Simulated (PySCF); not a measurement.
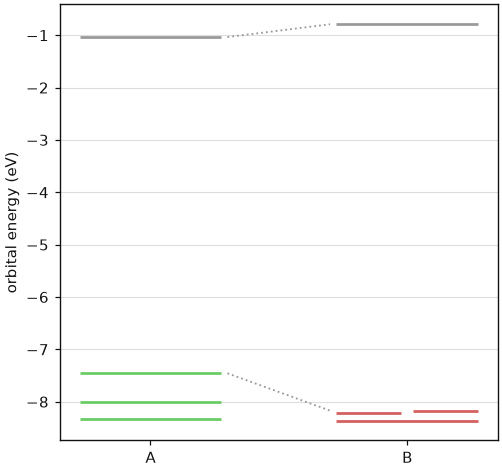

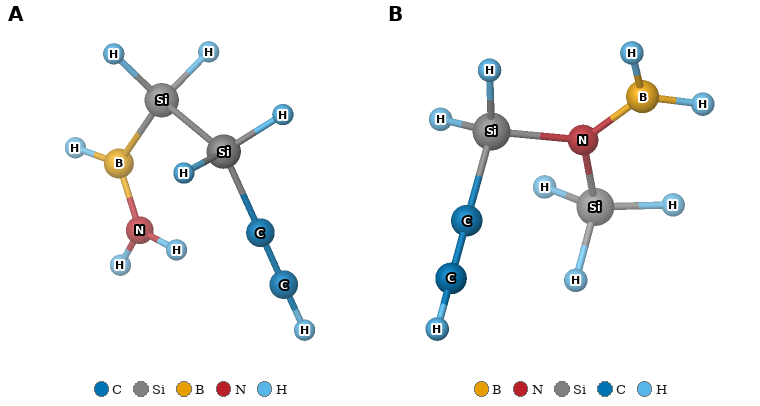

Related molecules: A is C₂H₈BNSi₂, SMILES C#C[SiH2][SiH2]BN; B is C₂H₈BNSi₂, SMILES BN([SiH3])[SiH2]C#C. Frontier orbital energies, B3LYP/def2-SVPD, PySCF, at a GFN2-xTB geometry (no frequency check); drawn are at most three filled levels and, in grey, the LUMO with any level within 0.03 eV of it; dotted lines join the HOMOs and the LUMOs.

### What does the change do to the frontier levels?

From A to B the HOMO falls by 0.71 eV and the LUMO rises by 0.24 eV, so the separation goes from 6.42 to 7.38 eV.

Limits of at least one run: one conformer of a flexible molecule; the tight-binding geometry is rougher than a DFT one and adds to the error.
